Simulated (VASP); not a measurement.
Band structure of BeS (relaxed from the layer:h-BN structure). Calculation: r2SCAN meta-GGA, VASP's PBE PAW potentials (set 64) (plane waves; VASP).

The cell holds a wide vacuum, so values per volume refer to the whole cell.

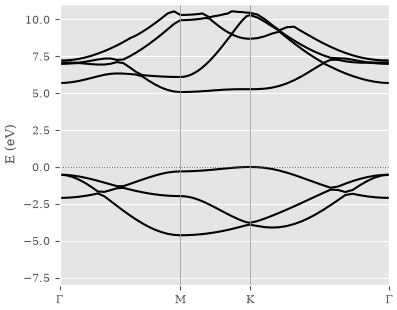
Fig. 1. Bands along high-symmetry lines, zero at the valence-band maximum or, without a gap, the Fermi level

Problem. Read the plot: is there a gap, and where are the band edges?

Solution. The gap is indirect, 5.08 eV, from the valence maximum at K to the conduction minimum at M.

The cell is a sheet with vacuum, built from a generated structure.
